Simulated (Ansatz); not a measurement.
# Ge2MoN4 (MoSi2N4-type monolayer): converging the G0W0 gap, part 2 of 2

How do accuracy and time trade against each other in G0W0 on Ge2MoN4 (MoSi2N4-type monolayer)?

Ansatz 0.2.0; G0W0 on LDA, plane waves, PAW; PAW set soft_1. Known limits of the many-body steps: not at the basis limit; coarse mesh for a sheet; no spin-orbit coupling.

So far. Step 5 (631 empty bands, screening to 97.5 eV): Against the run with 6×6×1 mesh, 343 empty bands, screening to 65 eV, PAW set soft_1 files, the gap moves by +0.016 eV.

### Step 6. Changing the k mesh: 3×3×1 mesh, 159 empty bands, screening to 39 eV, PAW set soft_1 files

A second mesh at equal bands and cutoff isolates the sampling error. Bands and cutoff differ from the step before, so it is read against an earlier run that matches them.

Input file input.yaml:

```yaml
crystal:
  lattice:
    - [2.9743497379, 0.0, 0.0]
    - [-1.4871748689, 2.5758624327, 0.0]
    - [0.0, 0.0, 37.7]
  atoms:
    - { symbol: Mo, position: [0.0, 0.0, 0.5] }
    - { symbol: "N", position: [0.3333333333, 0.6666666667, 0.5317146755] }
    - { symbol: "N", position: [0.3333333333, 0.6666666667, 0.4682853245] }
    - { symbol: Ge, position: [0.3333333333, 0.6666666667, 0.5806690192] }
    - { symbol: Ge, position: [0.3333333333, 0.6666666667, 0.4193309808] }
    - { symbol: "N", position: [0.6666666667, 0.3333333333, 0.5964224723] }
    - { symbol: "N", position: [0.6666666667, 0.3333333333, 0.4035775277] }
  periodic: [true, true, false]
kpoints:
  mp_grid: { grid: [3, 3, 1] }
hamiltonian:
  xc: lda
  pseudopotentials: { kind: paw, azcp: { folder: soft_1 }, xc_functional: pbe }
scf:
  occupations: { method: fixed }
gw:
  n_empty_bands: 159
  ecut_chi: 39.0
  qp_bands: [v2, c2]
  qp_kpoints: band_edges
  screening: { model: contour_deformation }
```

Run with:

```bash
$ ansatz run input.yaml --threads 4 --pin off --max-ram 17510MiB --backend cpu --events-out ev --progress --plain --runs-dir out
```

Numbers of over 12 decimals in the logs are rounded to 6 here.

The log of the run:

```text
[...]
Crystal: 7 atoms, lattice volume = 288.839 Å³
Basis set: ecut = 420 eV, 5513 PW (Γ)
Bands: 38, of which v1, the nominal top of the filled ones, is band 31 counted from 1 (30 counted from 0)
Symmetry: 12 space group operations
[...]
k-points: 3 of 9 (time reversal used)
[...]
1    33     -3.3792   -16.1093    -4.5755   -21.9900  0.7118    -1.9382    -2.0740  root ?
     2    30     -8.1889   -21.3292     3.9958   -17.4190  0.7047    -8.1035    -8.1033  root
     2    31     -6.5919   -21.2392     1.8290   -20.2157  0.7228    -5.8040    -5.7864  root
     2    32     -4.9101   -16.2746    -3.8074   -21.3069  0.7113    -3.5703    -3.6852  root ?
     2    33     -2.4644   -15.7963    -4.9352   -21.9971  0.6971    -1.0884    -1.1988  root ?
[key lines of the parts left out:]
SCF converged after 12 iterations
Free energy (F): -14772.020400 eV
Fermi energy:    -5.873345 eV
```

Wall time 27 s (4 threads of Arm Neoverse N1, shared host); peak memory 1.2 GiB.

Numbers from this step:

```yaml
bands_summed: 190
plane_waves_in_the_screening_matrix: 189
g0w0_gap_on_the_mesh: 1.228 eV
k_of_the_valence_top: 0, 0, 0
k_of_the_conduction_bottom: 0.3333, 0.3333, 0
starting_gap_on_the_mesh: 0.9632 eV
least_direct_g0w0_gap_on_the_computed_points: 2.101 eV
```

Against the run with 6×6×1 mesh, 159 empty bands, screening to 39 eV, PAW set soft_1 files, the gap moves by −0.50 eV, while the start moved by −0.06 eV.

### Step 7. Changing the k mesh: 9×9×1 mesh, 159 empty bands, screening to 39 eV, PAW set soft_1 files

Changes to input.yaml since step 6:

```diff
@@ -15,3 +15,3 @@
 kpoints:
-  mp_grid: { grid: [3, 3, 1] }
+  mp_grid: { grid: [9, 9, 1] }
 hamiltonian:
```

The log of the run:

```text
[...]
Crystal: 7 atoms, lattice volume = 288.839 Å³
Basis set: ecut = 420 eV, 5513 PW (Γ)
Bands: 38, of which v1, the nominal top of the filled ones, is band 31 counted from 1 (30 counted from 0)
Symmetry: 12 space group operations
[...]
k-points: 12 of 81 (time reversal used)
[...]
10    33     -2.4998   -15.8189    -4.7190   -22.0459  0.7340    -0.8641    -0.9917  root ?
    11    30     -8.1521   -21.3849     3.7926   -17.4432  0.7427    -8.3017    -8.3012  root
    11    31     -6.4253   -20.5466     1.0582   -20.2325  0.7550    -5.6886    -5.6813  root
    11    32     -4.6878   -17.1366    -2.7635   -21.3226  0.7502    -3.2121    -3.2653  root
    11    33     -2.3216   -15.6640    -4.7996   -21.9740  0.7331    -0.6803    -0.8113  root ?
[key lines of the parts left out:]
SCF converged after 11 iterations
Free energy (F): -14772.408143 eV
Fermi energy:    -5.712184 eV
```

It took 5.3 min on 4 threads; peak memory 1.5 GiB; 20 min of CPU time.

Numbers from this step:

```
bands summed                                 : 190
plane waves in the screening matrix          : 189
G0W0 gap on the mesh                         : 1.762 eV
k of the valence top                         : 0, 0, 0
k of the conduction bottom                   : 0.3333, 0.3333, 0
starting gap on the mesh                     : 1.024 eV
least direct G0W0 gap on the computed points : 2.416 eV
```

Against the run with 3×3×1 mesh, 159 empty bands, screening to 39 eV, PAW set soft_1 files, the gap moves by +0.53 eV, while the start moved by +0.06 eV.

### Step 8. The runs together

Times are wall times on 4 threads of Arm Neoverse N1, shared host, good to a factor of about two.

```
 mesh           files            frequency  bands summed  cutoff (eV)  start (eV)  G0W0 (eV)     time  host memory (GiB)
6×6×1  PAW set soft_1  contour deformation            87         19.5       1.021      1.775     43 s               0.85
6×6×1  PAW set soft_1  contour deformation           190           39       1.021      1.727     98 s                1.5
6×6×1  PAW set soft_1  contour deformation           374           65       1.021      1.700  5.8 min                3.1
6×6×1  PAW set soft_1  contour deformation           662         97.5       1.021      1.716   22 min                7.1
3×3×1  PAW set soft_1  contour deformation           190           39       0.963      1.228     27 s                1.2
9×9×1  PAW set soft_1  contour deformation           190           39       1.024      1.762  5.3 min                1.5
```

How the two edges are built up, in eV (the quasiparticle level is the starting level plus Σx plus Σc less Vxc):

```
      run               edge  start      Σx     Σc     Vxc     Z     QP
 87 bands        valence top  -5.72  -20.19   1.29  -19.91  0.77  -4.71
 87 bands  conduction bottom  -4.70  -17.01  -2.55  -21.32  0.76  -2.93
190 bands        valence top  -5.72  -20.19   0.99  -19.91  0.76  -5.01
190 bands  conduction bottom  -4.70  -17.01  -2.90  -21.32  0.75  -3.28
374 bands        valence top  -5.72  -20.19   0.72  -19.91  0.75  -5.28
374 bands  conduction bottom  -4.70  -17.01  -3.20  -21.32  0.74  -3.58
662 bands        valence top  -5.72  -20.19   0.51  -19.91  0.75  -5.49
662 bands  conduction bottom  -4.70  -17.01  -3.39  -21.32  0.73  -3.77
```

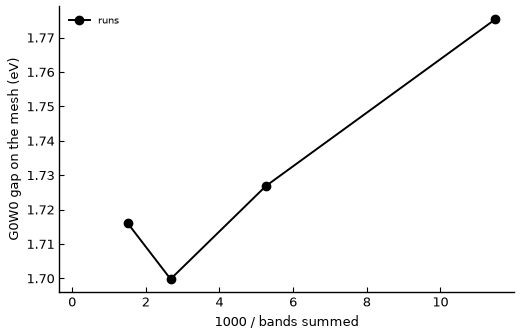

The gap against one over the number of bands.

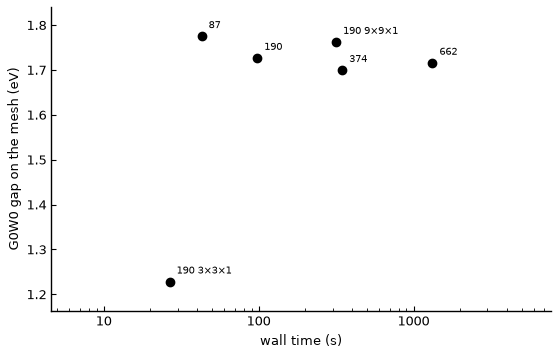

Result against wall time.

### Step 9. What came out

| Property | Result |
| --- | --- |
| 87 bands, 19.5 eV | 1.775 eV |
| 190 bands, 39 eV | 1.727 eV |
| 374 bands, 65 eV | 1.700 eV |
| 662 bands, 97.5 eV | 1.716 eV |
| mesh and start | 6×6×1, LDA |

In words: From 87 to 662 bands the gap moves by −0.06 eV while the time grows 31-fold. Σc changes by −0.78 eV at the valence top and −0.84 eV at the conduction bottom, so the levels themselves move more than the gap between them. The gap turns back along the series, so no limit is drawn from it. On the 3×3×1 mesh in place of 6×6×1 the gap differs by −0.50 eV, of which −0.06 eV is already in the start. On the 9×9×1 mesh in place of 6×6×1 the gap differs by +0.04 eV, of which +0.003 eV is already in the start. The mesh in the plane is coarse for a sheet; gap and any exciton binding can still move on denser ones. The many-body steps are scalar-relativistic: spin-orbit coupling is not in them.

[Paths, hosts, dates, memory and timing lines, banners, echoed tables and standing remarks are left out of the program output.]

[Logs are printed without paths, hosts, clocks, repeated set-up lines and the standing remarks that a program may print on its own settings, such as how far it seeks lower states.]

[Runs of the session that timed out or met a known fault of the program may be left out.]

[Cells called generated may have been cut or substituted from an entry of the Crystallography Open Database or the Materials Project.]

[Hosts, paths, dates, database ids (printed as entryN), source tags and the programs' standing remarks are cut or masked in the printed files.]
